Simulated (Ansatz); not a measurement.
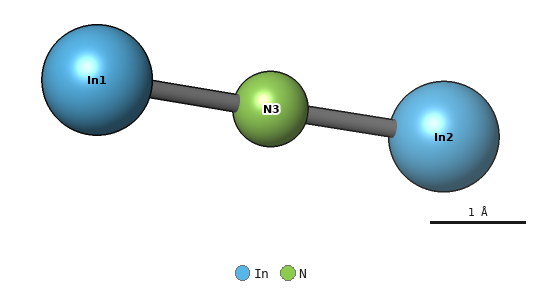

The starting structure (ball-and-stick view, seen at a tilt; atoms are numbered from 1 in the order of the input). Sticks mark near contacts.

## Geometry relaxation of In2N

System: In2N, multiplicity 4.
Method: UKS PBE-D4/def2-TZVP (Ansatz 0.2.0).

The geometry: PBE-D4/def2-TZVP start. Figures and captions count atoms from 1; the log counts them from 0 in places.

## What the program printed
```
Functional definition: PBE
  name "PBE"
  cite "Perdew, Burke & Ernzerhof, Phys. Rev. Lett. 77, 3865 (1996) doi:10.1103/PhysRevLett.77.3865"
  parent pbe
  parameter kappa = 0.804
  parameter beta = 0.06672455060314922
  exchange = pbe_x(kappa = kappa, mu = beta*pi^2/3)
  correlation = pbe_c(beta = beta)
these checks for a lower state are left out or cut short: stability, starts, cluster_reference, orbital_swaps, neighbouring_geometries, increment
931 factors; their error is unknown
mean field evaluation 1: about -11806.5112 eV, gradient 7.6e1 eV
mean field evaluation 2: about -11591.3478 eV, gradient 1.4e2 eV
mean field evaluation 4: about -11808.6543 eV, gradient 7.5e1 eV
mean field evaluation 8: about -11825.7998 eV, gradient 3.9e1 eV
mean field evaluation 16: about -11833.3887 eV, gradient 8.0e-3 eV
mean field -11833.38874213 eV, -434.8690153143 hartree, gradient 2.4e-6 eV, S^2 3.756426; 0 other end points of the search recorded, 0 dependent functions left out
the calculation of the forces begins
reference -11833.38878738 eV, -434.8690169773 hartree; 26, 23 occupied and 105, 108 virtual orbitals, 931 factors
relax step   1: F+E_penalty+E_count = -11833.51168874 eV  Δ(F+E_penalty+E_count) = +0.000e0 eV  max|allowed force component| = 2.136e0 eV/Å  Δτ_max = 0.0000 Å  (55 SCF iters, accepted)
these checks for a lower state are left out or cut short: stability, starts, cluster_reference, orbital_swaps, neighbouring_geometries, increment
931 factors; their error is unknown
mean field -11833.66532843 eV, -434.8791796732 hartree, gradient 2.8e-6 eV, S^2 3.757785; 0 other end points of the search recorded, 0 dependent functions left out
the calculation of the forces begins
reference -11833.66537368 eV, -434.8791813361 hartree; 26, 23 occupied and 105, 108 virtual orbitals, 931 factors
relax step   2: F+E_penalty+E_count = -11833.78404561 eV  Δ(F+E_penalty+E_count) = -2.724e-1 eV  max|allowed force component| = 5.747e-1 eV/Å  Δτ_max = 0.1023 Å  (22 SCF iters, accepted)
these checks for a lower state are left out or cut short: stability, starts, cluster_reference, orbital_swaps, neighbouring_geometries, increment
931 factors; their error is unknown
mean field evaluation 32: about -11833.7028 eV, gradient 3.1e-2 eV
mean field -11833.69880406 eV, -434.8804098801 hartree, gradient 2.4e-6 eV, S^2 3.758563; 0 other end points of the search recorded, 0 dependent functions left out
the calculation of the forces begins
reference -11833.69884924 eV, -434.8804115404 hartree; 26, 23 occupied and 105, 108 virtual orbitals, 931 factors
relax step   3: F+E_penalty+E_count = -11833.81531721 eV  Δ(F+E_penalty+E_count) = -3.127e-2 eV  max|allowed force component| = 8.473e-2 eV/Å  Δτ_max = 0.0475 Å  (23 SCF iters, accepted)
these checks for a lower state are left out or cut short: stability, starts, cluster_reference, orbital_swaps, neighbouring_geometries, increment
931 factors; their error is unknown
mean field -11833.70010151 eV, -434.8804575604 hartree, gradient 2.4e-6 eV, S^2 3.758732; 0 other end points of the search recorded, 0 dependent functions left out
the calculation of the forces begins
reference -11833.70014668 eV, -434.8804592203 hartree; 26, 23 occupied and 105, 108 virtual orbitals, 931 factors
relax step   4: F+E_penalty+E_count = -11833.81614977 eV  Δ(F+E_penalty+E_count) = -8.326e-4 eV  max|allowed force component| = 1.571e-3 eV/Å  Δτ_max = 0.0097 Å  (24 SCF iters, accepted)
```

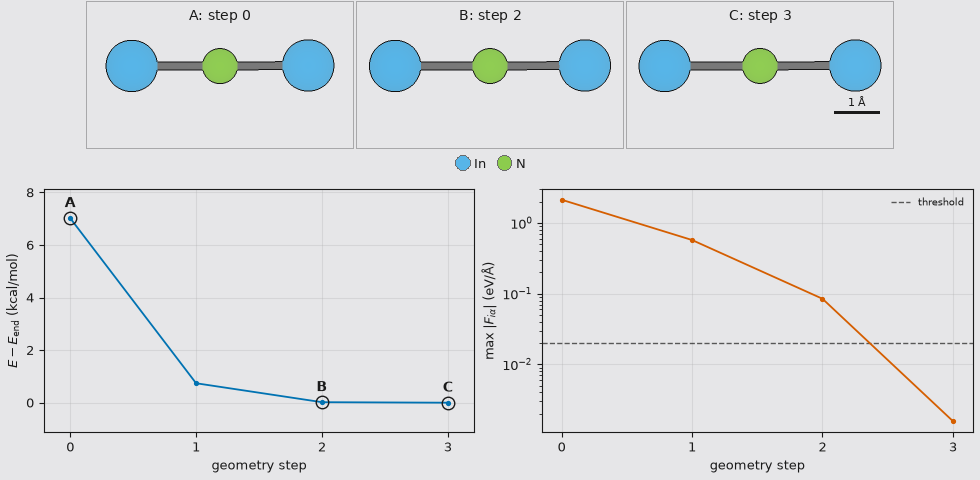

Frames of the relaxation (ball-and-stick view, seen on its broad side) above the curves, on which the letters mark them (the first geometry is step 0 here and step 1 in the log).

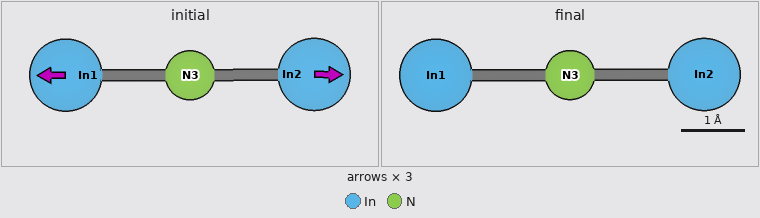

Before (left) and after (right) the relaxation, at one scale (ball-and-stick view, seen on its broad side). The pink arrows give the displacements, magnified 3 times. Over 3 geometry steps the energy falls by 7.02 kcal/mol. The largest force component goes from 2.1 to 0.0016 eV/Å. The largest moves after the best rigid fit, 0.16 Å, are those of In1 and In2. N stays in place. Among the contacts that change: In1–N3 1.987 → 2.147 Å. (Atoms are counted from 1 in the order of the input.)

```
Total energy: -11833.81619493 eV, -434.8847239150 hartree
Atom 0 at    -0.436180    -2.079649     0.306005 Å, force     0.000873     0.000223    -0.000278 eV/Å
Atom 1 at     0.433939     2.080210    -0.305386 Å, force     0.000698    -0.000614    -0.000155 eV/Å
Atom 2 at     0.002251    -0.000561    -0.000620 Å, force    -0.001571     0.000391     0.000433 eV/Å
Dipole moment:    -0.001326     0.000332     0.000366 e Å
Checks for a lower state left out: stability, starts, cluster_reference, orbital_swaps, neighbouring_geometries, increment
```

## Trajectory as extended XYZ (Å, eV, eV/Å), 4 frames, from step=1 to step=4
```
3
Properties=species:S:1:pos:R:3:forces:R:3 step=1 energy=-11833.51169
In   -0.4054   -1.9249    0.2837   -0.4551  -2.1320   0.3161
In    0.4001    1.9262   -0.2823    0.4377   2.1365  -0.3113
N     0.0053   -0.0013   -0.0015    0.0174  -0.0045  -0.0048
3
Properties=species:S:1:pos:R:3:forces:R:3 step=2 energy=-11833.78405
In   -0.4263   -2.0240    0.2983   -0.1207  -0.5744   0.0846
In    0.4207    2.0253   -0.2968    0.1196   0.5747  -0.0843
N     0.0056   -0.0014   -0.0015    0.0011  -0.0003  -0.0003
3
Properties=species:S:1:pos:R:3:forces:R:3 step=3 energy=-11833.81532
In   -0.4352   -2.0701    0.3049   -0.0165  -0.0847   0.0121
In    0.4310    2.0711   -0.3037    0.0189   0.0841  -0.0127
N     0.0042   -0.0010   -0.0012   -0.0024   0.0006   0.0007
3
Properties=species:S:1:pos:R:3:forces:R:3 step=4 energy=-11833.81615
In   -0.4362   -2.0796    0.3060    0.0009   0.0002  -0.0003
In    0.4339    2.0802   -0.3054    0.0007  -0.0006  -0.0002
N     0.0023   -0.0006   -0.0006   -0.0016   0.0004   0.0004
```

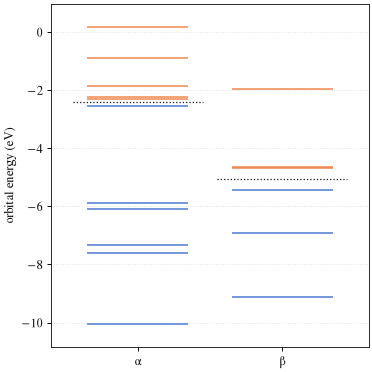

Orbital energies near the frontier for α and β spins; the dotted line parts filled from empty levels, and levels within 0.02 eV of each other stand side by side. α: highest filled −2.55 eV, lowest empty −2.29 eV, 0.26 eV apart; β: highest filled −5.45 eV, lowest empty −4.69 eV, 0.76 eV apart.

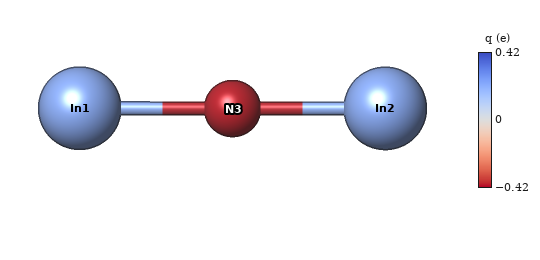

Mulliken charges, as the colour of each atom (ball-and-stick view, seen on its broad side; atoms are numbered from 1 in the order of the input; Mulliken charges depend strongly on the basis). By element: In +0.20 and N −0.40 e.

This output came from the following input.

## Input
```yaml
crystal:
  periodic: [false, false, false]
  atoms:
    - {symbol: In, position_ang: [-0.405409, -1.924858, 0.283732]}
    - {symbol: In, position_ang: [0.400114, 1.926179, -0.282270]}
    - {symbol: N, position_ang: [0.005305, -0.001321, -0.001462]}
basis:
  gaussian: {orbitals: def2-TZVP}
magnetization: {spin_polarized: true, initial_magnetization: 3}
hamiltonian: {xc: pbe, dispersion: d4}
scf: {lower_state_search: "off"}
output: {orbitals: {seedname: orbitals}}
relax: {f_tol: 0.02, max_steps: 100}
```

Command:
```bash
ansatz run in.yaml --threads 4 --pin off --events-out ev --progress --plain --max-ram 3916MiB
```

## Summary

```json
{"quantity": "outcome", "value": "converged"}
{"quantity": "total energy", "value": "−11833.8162 eV"}
{"quantity": "mean-field energy", "value": "−11833.7001 eV"}
{"quantity": "dispersion energy", "value": "−0.1160 eV"}
{"quantity": "⟨S²⟩", "value": "3.759"}
{"quantity": "HOMO (either spin)", "value": "−2.55 eV"}
{"quantity": "LUMO (either spin)", "value": "−4.69 eV"}
{"quantity": "largest force (length of the vector) at the end", "value": "0.002 eV/Å"}
{"quantity": "dipole moment", "value": "0.01 D"}
{"quantity": "hardware", "value": "4 threads of Arm Neoverse V2, 23 GiB of memory available, shared host"}
{"quantity": "wall time", "value": "4 s (CPU time 14 s)"}
{"quantity": "peak memory", "value": "0.28 GiB"}
```
